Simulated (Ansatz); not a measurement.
Input

```
crystal:
  periodic: [false, false, false]
  atoms:
    - { symbol: In, position_ang: [0.412186, 0.056815, -0.078134] }
    - { symbol: Cl, position_ang: [-0.213927, 0.399625, 2.217705] }
    - { symbol: Cl, position_ang: [2.211015, 0.974826, -1.17067] }
    - { symbol: Cl, position_ang: [-1.219065, -1.117964, -1.344445] }
    - { symbol: O, position_ang: [0.062695, -2.773588, 1.283628] }
    - { symbol: Al, position_ang: [-0.996943, -3.315652, 0.012059] }
    - { symbol: H, position_ang: [-0.189899, -4.135948, -1.093619] }
    - { symbol: H, position_ang: [-2.563929, -3.459782, 0.308943] }
    - { symbol: H, position_ang: [-0.214533, -2.164732, 2.015832] }
basis:
  gaussian: { orbitals: def2-SVP }
hamiltonian:
  xc: lda
relax:
  f_tol: 0.03
  max_steps: 50
output:
  orbitals: {}
```

Run with:

```sh
ansatz run input.yaml --threads 4 --pin off --max-ram 5120MiB --backend cpu --events-out ev --progress --plain --runs-dir out
```

The fields are those of the run's last geometry, not of the input's.

Core potentials replace the inner electrons of In.

All numbers below come from RKS LDA/def2-SVP in Ansatz 0.2.0.

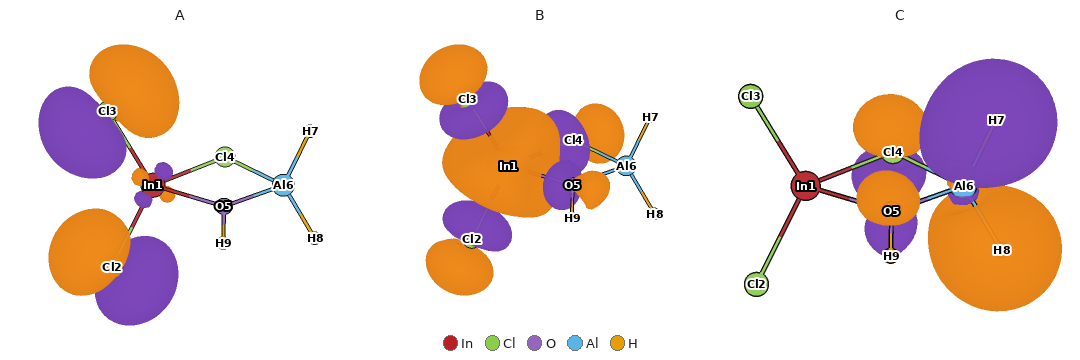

AlCl3H3InO. Three frontier orbitals at ±0.08 Å⁻³ᐟ² (orange and purple are the two phases), in no order.

> Order the three orbitals by energy and name them.

A is the HOMO−1 (−7.81 eV). Its weight (Hirshfeld) is mainly on Cl3 (about 55 %) and Cl2 (about 35 %). C is the HOMO (−7.05 eV). Its weight (Hirshfeld) is mainly on Al6 (about 30 %), H7 (about 30 %), H8 (about 25 %) and Cl4 (about 5 %). B is the LUMO (−3.55 eV). It lies mainly on In1 (about 40 %), Cl3 (about 20 %), Cl2 (about 20 %), Cl4 (about 10 %) and O5 (about 5 %).

> What is the HOMO–LUMO gap?

3.50 eV between the orbital energies.
